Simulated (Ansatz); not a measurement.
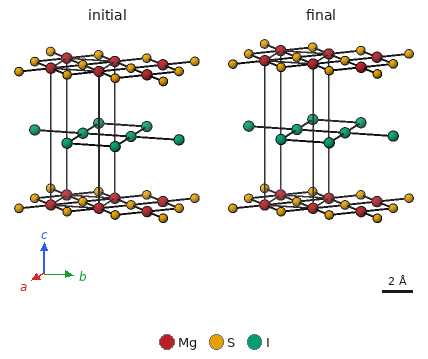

The structure of a crystal of MgSI (a generated structure, set up in P4/mmm) before (left) and after (right) a relaxation, at one scale.

A ball-and-stick model of the cell of the calculation, repeated 1 × 2 × 1 with one cell outlined, seen slightly off an axis.

These are results of Ansatz, DFT PBE, scalar-relativistic, plane waves, PAW, not measurements.

Input file:
```yaml
crystal:
  lattice:
    - [3.4462659329, 0.0, 0.0]
    - [0.0, 3.4462659329, 0.0]
    - [0.0, 0.0, 9.5224667937]
  atoms:
    - { symbol: Mg, position: [0.0, 0.0, 0.0] }
    - { symbol: S, position: [0.5, 0.5, 0.0] }
    - { symbol: I, position: [0.5, 0.5, 0.5] }
basis:
  ecutwfc: 420
kpoints:
  mp_grid: { grid: [14, 14, 6] }
hamiltonian:
  xc: pbe
scf:
  occupations: { method: gaussian, width: 0.1 }
output:
  forces: true
  stress: true
  eigenvalues: true
  write_density: true
  write_potential: true
  elf: true
  volumetric_format: npy
relax:
  adjacent_minimum: "off"
  f_tol: 0.01
  max_steps: 80
  cell: { stress_tol: 0.05 }
```

Run as
```bash
ansatz run input.yaml --threads 1 --pin off --max-ram 2048MiB --backend cpu --events-out ev --progress --plain --runs-dir out
```

What changed between the two?

The energy falls by 0.6 meV per atom in 5 accepted moves (6 points after the start). All forces vanish by symmetry, so only the cell relaxes. The pressure goes from 0.14 to −0.02 GPa. The SCF was repeated once at an unchanged geometry on a basis and grid sized afresh for the cell, which shifted the energy by 0.1 meV per atom at most. The atoms keep their places relative to the cell (all moves are under 0.005 Å). Cell: a = b 3.446 → 3.451 Å (+0.1 %), c 9.522 → 10.047 Å (+5.5 %). Volume +5.8 %. Some distances before and after: I3–I3 3.446 → 3.451 Å. The space group stays P4/mmm (No. 123).
